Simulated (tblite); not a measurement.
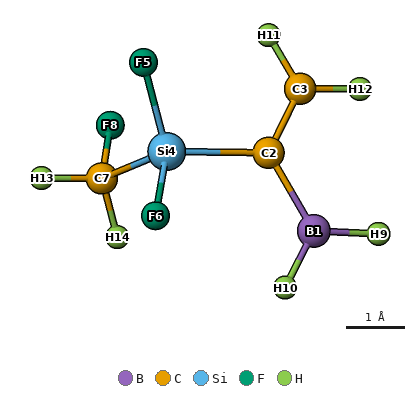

**Figure 1.** The starting structure (ball-and-stick view, seen at a tilt; atoms are numbered from 1 in the order of the input). Bond lengths as drawn: B–C 1.56 Å, B–H 1.17 to 1.19 Å, C–C 1.34 Å, C–F 1.39 Å, C–H 1.08 to 1.11 Å, C–Si 1.86 to 1.87 Å and F–Si 1.68 Å.

**Geometry relaxation of C3H6BF3Si (part 1 of 2)**

System: C3H6BF3Si.
Method: GFN2-xTB geometry optimisation, gas phase (tblite 0.8.0).

It belongs to a series of runs on one base structure; here: constitutional isomer.

### Input
```
{"job": {"kind": "relax", "xc": "GFN2-xTB", "basis": "xTB"}, "charge": 0, "multiplicity": 1}
B     -1.786500    -0.945400    -0.563000
C     -0.935100     0.211200     0.055200
C     -1.338600     0.854000     1.159700
Si     0.723400     0.594000    -0.683300
F      1.127500     2.195400    -0.371400
F      0.673000     0.323800    -2.343000
C      2.013100    -0.524000     0.086600
F      2.070200    -0.300400     1.457300
H     -2.838000    -1.231400    -0.094900
H     -1.407600    -1.539700    -1.499800
H     -0.741100     1.631400     1.608100
H     -2.308500     0.624700     1.618700
H      2.998000    -0.306700    -0.347700
H      1.749400    -1.587300    -0.104600
```

The first line tells a small driver script what to run in tblite; the rest is the geometry in Å.

Launch command:
```bash
OMP_NUM_THREADS=1 python <driver script> task.json out
```

### The program's output
```
step      E/eV     max force
  0    -726.22127    2.081
  1    -726.36018    1.075
  2    -726.41588    0.962
  3    -726.43444    0.688
  4    -726.45935    0.422
  5    -726.46612    0.344
  6    -726.48289    0.372
  7    -726.49242    0.326
  8    -726.49779    0.198
  9    -726.50059    0.129
 10    -726.50289    0.116
 11    -726.50491    0.129
 12    -726.50635    0.101
 13    -726.50722    0.082
 14    -726.50801    0.097
 15    -726.50907    0.094
 16    -726.51018    0.104
 17    -726.51104    0.072
 18    -726.51173    0.081
 19    -726.51261    0.090
 20    -726.51396    0.159
 21    -726.51581    0.189
 22    -726.51772    0.145
 23    -726.51915    0.084
 24    -726.52009    0.080
 25    -726.52096    0.107
 26    -726.52184    0.106
 27    -726.52258    0.081
 28    -726.52321    0.071
 29    -726.52390    0.074
 30    -726.52484    0.105
 31    -726.52599    0.112
 32    -726.52708    0.087
 33    -726.52789    0.064
 34    -726.52861    0.079
 35    -726.52960    0.098
 36    -726.53083    0.090
 37    -726.53193    0.087
 38    -726.53261    0.059
 39    -726.53300    0.040
 40    -726.53324    0.038
 41    -726.53341    0.030
 42    -726.53350    0.025
 43    -726.53357    0.023
 44    -726.53366    0.029
 45    -726.53376    0.030
 46    -726.53388    0.031
 47    -726.53407    0.036
 48    -726.53444    0.049
 49    -726.53499    0.070
 50    -726.53565    0.076
 51    -726.53626    0.051
 52    -726.53670    0.055
 53    -726.53710    0.060
 54    -726.53791    0.066
 55    -726.53959    0.084
 56    -726.54129    0.221
 57    -726.54170    0.150
 58    -726.53635    0.568
 59    -726.54334    0.099
 60    -726.54398    0.072
 61    -726.54460    0.068
 62    -726.54580    0.077
 63    -726.54618    0.044
 64    -726.54630    0.025
 65    -726.54642    0.026
 66    -726.54652    0.030
 67    -726.54666    0.027
 68    -726.54678    0.023
 69    -726.54688    0.024
 70    -726.54697    0.022
 71    -726.54706    0.023
 72    -726.54712    0.015
 73    -726.54714    0.013
 74    -726.54716    0.010
 75    -726.54718    0.009
```

### Trajectory as extended XYZ (Å, eV, eV/Å), 34 of the 76 frames kept, from step=0 to step=75
```
14
Properties=species:S:1:pos:R:3:forces:R:3 step=0 energy=-726.22127
B    -1.7865   -0.9454   -0.5630   -0.3970  -0.0390   0.1070
C    -0.9351    0.2112    0.0552   -0.5680  -0.3720  -0.1230
C    -1.3386    0.8540    1.1597   -0.5450  -0.0450   0.1420
Si    0.7234    0.5940   -0.6833   -0.1700   1.6150  -1.3010
F     1.1275    2.1954   -0.3714   -0.3160  -1.6060  -0.5820
F     0.6730    0.3238   -2.3430    0.2700   0.4630   1.6820
C     2.0131   -0.5240    0.0866    0.4090  -0.3710  -0.1900
F     2.0702   -0.3004    1.4573    0.0930  -0.3200  -0.5190
H    -2.8380   -1.2314   -0.0949    0.3740   0.1550  -0.1020
H    -1.4076   -1.5397   -1.4998    0.0270   0.0740   0.1270
H    -0.7411    1.6314    1.6081   -0.1080   0.0430   0.1310
H    -2.3085    0.6247    1.6187    0.5580   0.1450  -0.1350
H     2.9980   -0.3067   -0.3477    0.0460  -0.2430   0.3740
H     1.7494   -1.5873   -0.1046    0.3280   0.5010   0.3890
14
Properties=species:S:1:pos:R:3:forces:R:3 step=2 energy=-726.41588
B    -1.7984   -0.9475   -0.5618    0.0080   0.0320  -0.0530
C    -0.9512    0.2045    0.0526    0.0370   0.0010  -0.2890
C    -1.3476    0.8530    1.1567   -0.0200   0.1100   0.0100
Si    0.7140    0.6338   -0.7140   -0.3850  -0.6240   0.6220
F     1.1182    2.1455   -0.3940    0.0900   0.1650  -0.3110
F     0.6838    0.3425   -2.2894    0.1930   0.2860  -0.0670
C     2.0181   -0.5254    0.0746   -0.1710   0.3420  -0.2870
F     2.0742   -0.3126    1.4399    0.0640  -0.1500  -0.1610
H    -2.8280   -1.2267   -0.0969   -0.0990   0.0030   0.0730
H    -1.4069   -1.5366   -1.4944    0.0130   0.0280   0.0660
H    -0.7475    1.6309    1.6119   -0.1410  -0.0480   0.0160
H    -2.2954    0.6283    1.6183    0.0150   0.0000   0.1200
H     3.0049   -0.3163   -0.3347    0.2610  -0.1450   0.1350
H     1.7610   -1.5740   -0.0908    0.1340  -0.0020   0.1260
14
Properties=species:S:1:pos:R:3:forces:R:3 step=5 energy=-726.46612
B    -1.8062   -0.9466   -0.5649   -0.1390  -0.0350  -0.0100
C    -0.9676    0.2051    0.0423   -0.1870   0.0710   0.1450
C    -1.3537    0.8564    1.1510   -0.1210  -0.0320   0.0130
Si    0.6904    0.6128   -0.6878    0.1610   0.0460  -0.0880
F     1.1198    2.1351   -0.4306   -0.0050   0.0370  -0.2060
F     0.7044    0.3749   -2.2734    0.1060   0.1890  -0.0740
C     2.0178   -0.5116    0.0551    0.2330  -0.2030   0.1500
F     2.0806   -0.3271    1.4229    0.0320   0.0270   0.1110
H    -2.8327   -1.2244   -0.0916   -0.1000  -0.0150   0.0390
H    -1.4050   -1.5348   -1.4886    0.0140  -0.0390  -0.0150
H    -0.7598    1.6287    1.6148   -0.0070   0.0340  -0.0020
H    -2.2909    0.6290    1.6283   -0.1000  -0.0200   0.0880
H     3.0258   -0.3299   -0.3209    0.0640   0.0120  -0.0500
H     1.7765   -1.5679   -0.0787    0.0490  -0.0720  -0.1020
14
Properties=species:S:1:pos:R:3:forces:R:3 step=7 energy=-726.49242
B    -1.8266   -0.9488   -0.5678   -0.0360   0.0090   0.0150
C    -0.9949    0.2088    0.0425    0.1920   0.1710   0.1900
C    -1.3735    0.8617    1.1579    0.0440  -0.1990  -0.2540
Si    0.6920    0.6015   -0.6781    0.0150   0.0200  -0.1010
F     1.1206    2.1331   -0.4801   -0.0060   0.0230  -0.0670
F     0.7311    0.4195   -2.2722    0.0550   0.0650  -0.0280
C     2.0422   -0.5235    0.0586   -0.1130   0.0620   0.0410
F     2.0893   -0.3341    1.4252    0.0950  -0.0180   0.1460
H    -2.8489   -1.2252   -0.0833   -0.0940  -0.0460  -0.0270
H    -1.4026   -1.5381   -1.4859   -0.0780  -0.0040   0.0670
H    -0.7708    1.6291    1.6154   -0.0020   0.0580   0.0290
H    -2.3004    0.6271    1.6457   -0.1960   0.0010   0.0980
H     3.0486   -0.3378   -0.3174    0.0500   0.0310  -0.0350
H     1.7931   -1.5738   -0.0827    0.0740  -0.1750  -0.0740
14
Properties=species:S:1:pos:R:3:forces:R:3 step=9 energy=-726.50059
B    -1.8352   -0.9476   -0.5668    0.0330   0.0610   0.0670
C    -0.9956    0.2126    0.0456    0.1090  -0.0670  -0.0180
C    -1.3818    0.8593    1.1577    0.0000  -0.0090   0.0360
Si    0.6952    0.5995   -0.6796   -0.0020   0.0150  -0.0160
F     1.1206    2.1345   -0.5018    0.0020   0.0240  -0.0160
F     0.7438    0.4390   -2.2751    0.0360   0.0030  -0.0330
C     2.0481   -0.5276    0.0632   -0.0650   0.0210  -0.0140
F     2.0974   -0.3377    1.4328    0.0770  -0.0680  -0.0160
H    -2.8598   -1.2278   -0.0819   -0.0160  -0.0060  -0.0580
H    -1.4059   -1.5398   -1.4817   -0.0970   0.0060   0.0740
H    -0.7766    1.6304    1.6158   -0.0830  -0.0240   0.0000
H    -2.3117    0.6268    1.6553   -0.0060   0.0260  -0.0480
H     3.0574   -0.3388   -0.3177   -0.0840   0.0190   0.0360
H     1.8035   -1.5833   -0.0881    0.0960  -0.0020   0.0080
14
Properties=species:S:1:pos:R:3:forces:R:3 step=11 energy=-726.50491
B    -1.8366   -0.9431   -0.5614    0.0060  -0.0060   0.0420
C    -0.9874    0.2109    0.0488   -0.0640  -0.1000  -0.0130
C    -1.3842    0.8557    1.1576   -0.0100   0.0600   0.1010
Si    0.6975    0.6009   -0.6831    0.0220   0.0080   0.0200
F     1.1207    2.1371   -0.5111    0.0050   0.0190  -0.0040
F     0.7514    0.4464   -2.2791    0.0280  -0.0150  -0.0110
C     2.0455   -0.5282    0.0652    0.0490  -0.0460  -0.0030
F     2.1067   -0.3440    1.4359    0.0170  -0.0620  -0.0660
H    -2.8656   -1.2292   -0.0860    0.0210   0.0500  -0.0300
H    -1.4151   -1.5402   -1.4743   -0.0550  -0.0080   0.0230
H    -0.7846    1.6300    1.6164   -0.0600  -0.0060   0.0150
H    -2.3180    0.6285    1.6555    0.0650   0.0010  -0.1120
H     3.0543   -0.3369   -0.3160   -0.0700   0.0400   0.0120
H     1.8147   -1.5883   -0.0905    0.0480   0.0630   0.0260
14
Properties=species:S:1:pos:R:3:forces:R:3 step=14 energy=-726.50801
B    -1.8381   -0.9425   -0.5546   -0.0080  -0.0390  -0.0090
C    -0.9857    0.2050    0.0537    0.0220   0.0350   0.0270
C    -1.3849    0.8553    1.1599    0.0200  -0.0070  -0.0480
Si    0.6992    0.6012   -0.6831   -0.0140  -0.0150   0.0200
F     1.1209    2.1399   -0.5192   -0.0070  -0.0180   0.0120
F     0.7606    0.4511   -2.2809    0.0140  -0.0250   0.0410
C     2.0467   -0.5303    0.0653    0.0140   0.0200  -0.0100
F     2.1151   -0.3550    1.4342   -0.0110  -0.0180   0.0320
H    -2.8699   -1.2245   -0.0905   -0.0450   0.0500   0.0340
H    -1.4267   -1.5420   -1.4674    0.0000  -0.0310  -0.0290
H    -0.7947    1.6320    1.6201    0.0150   0.0510   0.0340
H    -2.3201    0.6287    1.6464   -0.0470  -0.0300  -0.0260
H     3.0497   -0.3304   -0.3155    0.0560   0.0600  -0.0520
H     1.8272   -1.5890   -0.0907   -0.0080  -0.0320  -0.0260
14
Properties=species:S:1:pos:R:3:forces:R:3 step=16 energy=-726.51018
B    -1.8401   -0.9466   -0.5498    0.0010   0.0230  -0.0130
C    -0.9848    0.2010    0.0584    0.0870   0.0560  -0.0070
C    -1.3844    0.8572    1.1611   -0.0140  -0.0270  -0.0680
Si    0.7000    0.5999   -0.6799   -0.0040  -0.0280   0.0180
F     1.1205    2.1404   -0.5237   -0.0150  -0.0370   0.0270
F     0.7692    0.4513   -2.2780    0.0000  -0.0340   0.0460
C     2.0516   -0.5315    0.0645   -0.0150   0.0440  -0.0140
F     2.1198   -0.3661    1.4345    0.0070   0.0070   0.0340
H    -2.8772   -1.2141   -0.0903   -0.0520   0.0310   0.0440
H    -1.4359   -1.5471   -1.4656    0.0110  -0.0260  -0.0090
H    -0.8018    1.6385    1.6264    0.0010   0.0000  -0.0120
H    -2.3243    0.6255    1.6340   -0.0660  -0.0070   0.0380
H     3.0507   -0.3181   -0.3206    0.0480   0.0240  -0.0210
H     1.8360   -1.5908   -0.0932    0.0100  -0.0260  -0.0630
14
Properties=species:S:1:pos:R:3:forces:R:3 step=18 energy=-726.51173
B    -1.8414   -0.9480   -0.5468   -0.0090   0.0490  -0.0080
C    -0.9804    0.1999    0.0608   -0.0060  -0.0100  -0.0260
C    -1.3856    0.8582    1.1598   -0.0500  -0.0010  -0.0050
Si    0.7013    0.5977   -0.6767    0.0280  -0.0190   0.0160
F     1.1192    2.1388   -0.5245   -0.0090  -0.0180   0.0350
F     0.7751    0.4484   -2.2736   -0.0070  -0.0400   0.0120
C     2.0555   -0.5311    0.0635    0.0200   0.0000   0.0000
F     2.1236   -0.3738    1.4358    0.0200   0.0090  -0.0210
H    -2.8848   -1.2040   -0.0878    0.0150   0.0360   0.0160
H    -1.4421   -1.5523   -1.4645    0.0000  -0.0020   0.0360
H    -0.8074    1.6426    1.6299   -0.0320  -0.0510  -0.0490
H    -2.3301    0.6229    1.6261   -0.0050   0.0200   0.0270
H     3.0532   -0.3075   -0.3254   -0.0030  -0.0100   0.0280
H     1.8432   -1.5923   -0.0990    0.0380   0.0380  -0.0610
14
Properties=species:S:1:pos:R:3:forces:R:3 step=20 energy=-726.51396
B    -1.8443   -0.9451   -0.5446   -0.0320   0.0190  -0.0080
C    -0.9754    0.1989    0.0619   -0.1410  -0.0720  -0.0170
C    -1.3918    0.8581    1.1557   -0.0460   0.0180   0.0560
Si    0.7052    0.5928   -0.6709    0.0140   0.0180  -0.0020
F     1.1167    2.1346   -0.5215    0.0070   0.0270   0.0400
F     0.7815    0.4404   -2.2661   -0.0110  -0.0430  -0.0350
C     2.0622   -0.5297    0.0621    0.0650  -0.0450   0.0120
F     2.1302   -0.3820    1.4360    0.0280  -0.0120  -0.0540
H    -2.8930   -1.1875   -0.0825    0.0820   0.0420  -0.0260
H    -1.4492   -1.5591   -1.4598   -0.0170   0.0220   0.0690
H    -0.8168    1.6430    1.6293   -0.0330  -0.0440  -0.0450
H    -2.3389    0.6216    1.6200    0.0440   0.0310  -0.0170
H     3.0575   -0.2953   -0.3288   -0.0140  -0.0230   0.0540
H     1.8556   -1.5911   -0.1130    0.0540   0.0630  -0.0270
14
Properties=species:S:1:pos:R:3:forces:R:3 step=23 energy=-726.51915
B    -1.8578   -0.9369   -0.5391   -0.0280  -0.0380  -0.0070
C    -0.9771    0.1909    0.0652   -0.0640   0.0230  -0.0020
C    -1.4119    0.8575    1.1473    0.0200  -0.0050   0.0250
Si    0.7122    0.5811   -0.6553   -0.0650   0.0400  -0.0340
F     1.1109    2.1270   -0.5120    0.0080   0.0350   0.0400
F     0.8005    0.4165   -2.2496   -0.0320  -0.0260  -0.0370
C     2.0862   -0.5281    0.0575    0.0140   0.0100  -0.0150
F     2.1546   -0.4103    1.4318    0.0340  -0.0470   0.0060
H    -2.9090   -1.1380   -0.0720   -0.0160  -0.0180  -0.0360
H    -1.4726   -1.5757   -1.4374    0.0010  -0.0090   0.0060
H    -0.8468    1.6423    1.6247    0.0400   0.0430   0.0090
H    -2.3617    0.6214    1.6015   -0.0230   0.0190  -0.0080
H     3.0721   -0.2639   -0.3314    0.0660  -0.0020   0.0320
H     1.8998   -1.5842   -0.1532    0.0450  -0.0250   0.0200
14
Properties=species:S:1:pos:R:3:forces:R:3 step=25 energy=-726.52096
B    -1.8646   -0.9367   -0.5370    0.0010  -0.0040   0.0050
C    -0.9829    0.1888    0.0662    0.0460   0.0710  -0.0120
C    -1.4177    0.8576    1.1472    0.0150   0.0070  -0.0110
Si    0.7103    0.5798   -0.6521   -0.0070  -0.0060  -0.0100
F     1.1094    2.1270   -0.5068   -0.0130  -0.0140   0.0250
F     0.8055    0.4070   -2.2467   -0.0450  -0.0040   0.0050
C     2.0959   -0.5272    0.0547   -0.0160   0.0350  -0.0200
F     2.1663   -0.4248    1.4300    0.0150  -0.0320   0.0120
H    -2.9161   -1.1219   -0.0716   -0.0930  -0.0510  -0.0170
H    -1.4817   -1.5823   -1.4284    0.0190  -0.0370  -0.0310
H    -0.8553    1.6451    1.6241    0.0380   0.0230   0.0080
H    -2.3709    0.6230    1.5934   -0.0340   0.0230   0.0240
H     3.0814   -0.2528   -0.3295    0.0420   0.0100   0.0160
H     1.9198   -1.5832   -0.1654    0.0310  -0.0210   0.0070
14
Properties=species:S:1:pos:R:3:forces:R:3 step=27 energy=-726.52258
B    -1.8704   -0.9368   -0.5363    0.0030   0.0180   0.0100
C    -0.9877    0.1921    0.0648    0.0360   0.0160  -0.0100
C    -1.4216    0.8588    1.1477   -0.0020   0.0380  -0.0210
Si    0.7081    0.5793   -0.6512    0.0530  -0.0420   0.0260
F     1.1075    2.1265   -0.4987   -0.0210  -0.0380   0.0020
F     0.8035    0.3982   -2.2453   -0.0450   0.0190   0.0250
C     2.1034   -0.5250    0.0515    0.0100  -0.0020   0.0030
F     2.1756   -0.4368    1.4287   -0.0140  -0.0090  -0.0090
H    -2.9260   -1.1146   -0.0734   -0.0530  -0.0490  -0.0360
H    -1.4854   -1.5891   -1.4236    0.0070  -0.0170  -0.0010
H    -0.8574    1.6479    1.6227    0.0080  -0.0140   0.0060
H    -2.3789    0.6271    1.5905    0.0220   0.0360   0.0140
H     3.0920   -0.2454   -0.3254   -0.0200   0.0230   0.0000
H     1.9366   -1.5827   -0.1741    0.0160   0.0210  -0.0090
14
Properties=species:S:1:pos:R:3:forces:R:3 step=30 energy=-726.52484
B    -1.8785   -0.9346   -0.5348   -0.0220  -0.0090  -0.0140
C    -0.9905    0.1972    0.0624   -0.0580  -0.0830   0.0270
C    -1.4267    0.8659    1.1438    0.0110   0.0180  -0.0100
Si    0.7118    0.5719   -0.6454   -0.0280  -0.0200   0.0250
F     1.1019    2.1202   -0.4868    0.0020  -0.0110  -0.0110
F     0.7931    0.3887   -2.2396   -0.0210   0.0250   0.0080
C     2.1158   -0.5229    0.0484    0.0330  -0.0390   0.0290
F     2.1852   -0.4535    1.4264   -0.0230   0.0100   0.0140
H    -2.9445   -1.1117   -0.0826    0.0730   0.0020  -0.0620
H    -1.4895   -1.5998   -1.4154   -0.0100   0.0330   0.0600
H    -0.8582    1.6497    1.6220    0.0110  -0.0010   0.0070
H    -2.3854    0.6388    1.5883    0.0450   0.0410  -0.0260
H     3.1037   -0.2312   -0.3206   -0.0200   0.0380  -0.0170
H     1.9612   -1.5793   -0.1884    0.0060  -0.0040  -0.0310
14
Properties=species:S:1:pos:R:3:forces:R:3 step=32 energy=-726.52708
B    -1.8906   -0.9324   -0.5314   -0.0040  -0.0180  -0.0240
C    -0.9951    0.1942    0.0641   -0.0310  -0.0610   0.0530
C    -1.4328    0.8757    1.1369    0.0220  -0.0300   0.0160
Si    0.7148    0.5594   -0.6339   -0.0870  -0.0020   0.0020
F     1.0946    2.1105   -0.4753    0.0130  -0.0090  -0.0090
F     0.7839    0.3786   -2.2290   -0.0030   0.0220  -0.0020
C     2.1346   -0.5230    0.0462   -0.0140  -0.0120   0.0110
F     2.1985   -0.4784    1.4247   -0.0070   0.0130   0.0290
H    -2.9645   -1.1011   -0.0980    0.0540   0.0340  -0.0210
H    -1.5006   -1.6125   -1.3978    0.0260   0.0160   0.0210
H    -0.8638    1.6533    1.6234    0.0440   0.0180  -0.0220
H    -2.3928    0.6554    1.5779   -0.0230   0.0360  -0.0170
H     3.1156   -0.2043   -0.3181   -0.0070   0.0300  -0.0020
H     1.9976   -1.5758   -0.2118    0.0150  -0.0350  -0.0350
14
Properties=species:S:1:pos:R:3:forces:R:3 step=34 energy=-726.52861
B    -1.8981   -0.9319   -0.5303    0.0270  -0.0090  -0.0050
C    -0.9994    0.1878    0.0685    0.0320  -0.0020   0.0430
C    -1.4352    0.8806    1.1342    0.0000  -0.0310   0.0440
Si    0.7117    0.5508   -0.6261   -0.0210  -0.0140  -0.0050
F     1.0905    2.1031   -0.4679    0.0040  -0.0270  -0.0080
F     0.7771    0.3731   -2.2221   -0.0010   0.0200  -0.0010
C     2.1455   -0.5238    0.0452   -0.0480   0.0140  -0.0160
F     2.2067   -0.4943    1.4246   -0.0010   0.0010  -0.0040
H    -2.9744   -1.0920   -0.1100   -0.0340   0.0340   0.0220
H    -1.5061   -1.6200   -1.3852    0.0620  -0.0250  -0.0420
H    -0.8646    1.6564    1.6227    0.0470   0.0020  -0.0450
H    -2.3987    0.6691    1.5694   -0.0590   0.0330   0.0090
H     3.1217   -0.1845   -0.3162   -0.0300   0.0130   0.0200
H     2.0227   -1.5750   -0.2290    0.0230  -0.0090  -0.0110
14
Properties=species:S:1:pos:R:3:forces:R:3 step=36 energy=-726.53083
B    -1.9034   -0.9331   -0.5314    0.0340  -0.0190   0.0290
C    -1.0035    0.1785    0.0780    0.0460   0.0280   0.0060
C    -1.4358    0.8840    1.1360   -0.0340   0.0020   0.0430
Si    0.7045    0.5398   -0.6185    0.0830  -0.0210  -0.0070
F     1.0865    2.0916   -0.4589   -0.0080  -0.0230  -0.0050
F     0.7641    0.3705   -2.2155   -0.0020   0.0110  -0.0060
C     2.1521   -0.5247    0.0438   -0.0280   0.0100  -0.0300
F     2.2120   -0.5085    1.4247   -0.0140  -0.0250  -0.0580
H    -2.9849   -1.0833   -0.1252   -0.0750   0.0300   0.0290
H    -1.5023   -1.6286   -1.3751    0.0610  -0.0320  -0.0580
H    -0.8557    1.6594    1.6165    0.0060  -0.0330  -0.0390
H    -2.4075    0.6913    1.5628   -0.0300   0.0290   0.0330
H     3.1235   -0.1623   -0.3114   -0.0600   0.0000   0.0270
H     2.0498   -1.5751   -0.2480    0.0210   0.0430   0.0360
14
Properties=species:S:1:pos:R:3:forces:R:3 step=39 energy=-726.53300
B    -1.9076   -0.9367   -0.5295    0.0030  -0.0310   0.0250
C    -1.0053    0.1709    0.0884   -0.0190  -0.0120  -0.0110
C    -1.4402    0.8876    1.1385   -0.0110   0.0030  -0.0250
Si    0.7031    0.5261   -0.6105    0.0030   0.0080  -0.0130
F     1.0815    2.0778   -0.4495    0.0030   0.0150   0.0020
F     0.7511    0.3675   -2.2086    0.0030  -0.0030  -0.0200
C     2.1591   -0.5249    0.0399    0.0200  -0.0150   0.0010
F     2.2173   -0.5278    1.4201   -0.0260  -0.0250  -0.0150
H    -3.0017   -1.0691   -0.1394    0.0240   0.0240  -0.0160
H    -1.4951   -1.6399   -1.3667    0.0060   0.0180   0.0210
H    -0.8481    1.6598    1.6077   -0.0190  -0.0120   0.0110
H    -2.4198    0.7173    1.5587    0.0170   0.0100   0.0240
H     3.1227   -0.1371   -0.3047   -0.0050   0.0120  -0.0030
H     2.0823   -1.5719   -0.2666    0.0010   0.0070   0.0180
```
